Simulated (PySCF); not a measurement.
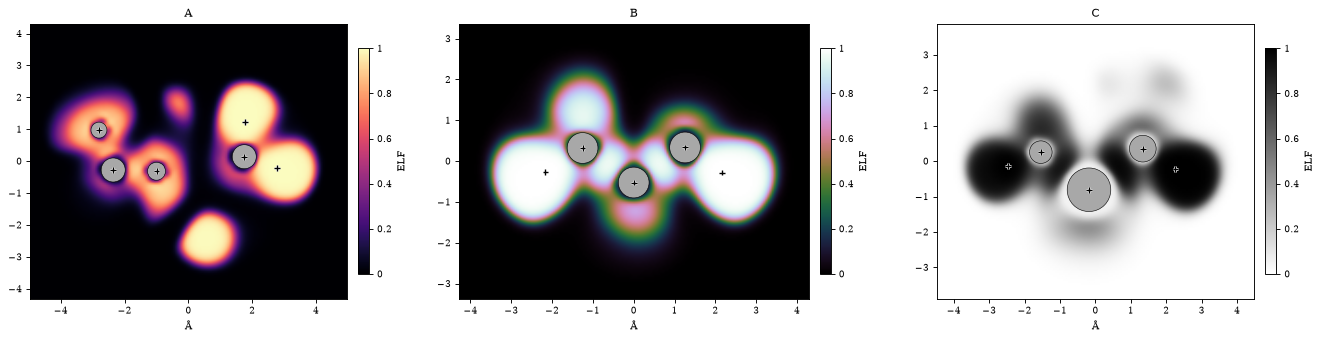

The electron localisation function of 3 systems, each on a plane through atoms (crosses mark nuclei in the plane; grey discs cover the cores).

Theory: PySCF, PBE0/pcSseg-1, SCF density, gas phase, non-relativistic.

System 1: CH$_{8}$N$_{2}$Si (SMILES NC[SiH2]N), the plane of atoms C2, Si3 and N4. Geometry: GFN2-xTB.

```tsv
atom	x (Å)	y (Å)	z (Å)
N	-1.6439	0.8297	0.2770
C	-0.9520	-0.4231	0.5861
Si	0.6150	-0.7532	-0.4579
N	1.5990	0.6448	-0.2214
H	-1.9494	0.8166	-0.6912
H	-0.9922	1.6034	0.3663
H	-0.7134	-0.3985	1.6529
H	-1.6744	-1.2311	0.4537
H	0.3018	-0.7441	-1.8890
H	1.1996	-2.0435	-0.0648
H	2.4478	0.7301	-0.7572
H	1.7633	0.9683	0.7194
```

System 2: C$_{3}$H$_{6}$F$_{2}$ (SMILES FCCCF), the plane of atoms C3, C4 and H10. Geometry: GFN2-xTB.

```xyz
11

F     1.6418    0.4877   -1.0884
C     1.1838   -0.4392   -0.1821
C     0.0416    0.1511    0.6347
C    -1.2074    0.3478   -0.2150
F    -1.7449   -0.8731   -0.5487
H     0.8524   -1.3094   -0.7566
H     2.0347   -0.7059    0.4519
H    -0.1859   -0.5255    1.4590
H     0.3466    1.1164    1.0402
H    -1.9828    0.8923    0.3327
H    -0.9745    0.8605   -1.1535
```

System 3: C$_{4}$H$_{8}$F$_{3}$O$_{2}$ (charge +1), the plane of atoms O5, C6 and F7. Geometry: GFN2-xTB.

```yaml
atoms:
  - { symbol: C, position_ang: [-1.3266, 1.2005, 0.4101] }
  - { symbol: O, position_ang: [-1.0337, -0.2239, 0.4969] }
  - { symbol: C, position_ang: [-1.5972, -0.9519, -0.6332] }
  - { symbol: C, position_ang: [0.3619, -0.4902, 0.6665] }
  - { symbol: O, position_ang: [1.0340, -0.0396, -0.4893] }
  - { symbol: C, position_ang: [2.3727, 0.1538, -0.3713] }
  - { symbol: F, position_ang: [2.9916, -0.9637, -0.0104] }
  - { symbol: F, position_ang: [2.6400, 1.0676, 0.5618] }
  - { symbol: F, position_ang: [2.8332, 0.5626, -1.5233] }
  - { symbol: H, position_ang: [-2.4103, 1.3120, 0.4143] }
  - { symbol: H, position_ang: [-0.9165, 1.6926, 1.2918] }
  - { symbol: H, position_ang: [-0.9046, 1.6383, -0.4954] }
  - { symbol: H, position_ang: [-1.4477, -2.0174, -0.4615] }
  - { symbol: H, position_ang: [-1.1255, -0.6526, -1.5698] }
  - { symbol: H, position_ang: [-2.6656, -0.7421, -0.6621] }
  - { symbol: H, position_ang: [0.7037, 0.0413, 1.5668] }
  - { symbol: H, position_ang: [0.4836, -1.5754, 0.7984] }
```

> Which map belongs to which system?

Panel A is system 3, C$_{4}$H$_{8}$F$_{3}$O$_{2}$: the plane holds C, O, F and H. C–F (1.33 Å): the ELF peaks at about 0.85 between the atoms, as expected for a polar covalent bond. Panel B is system 2, C$_{3}$H$_{6}$F$_{2}$: the plane holds C and H. C–C (1.52 Å): the ELF peaks at about 0.95 between the atoms (a covalent bond). Panel C is system 1, CH$_{8}$N$_{2}$Si: the plane holds C, Si, N and H. Si–N (1.73 Å): the ELF peaks at about 0.90 between the atoms; a shared but strongly polarised pair.
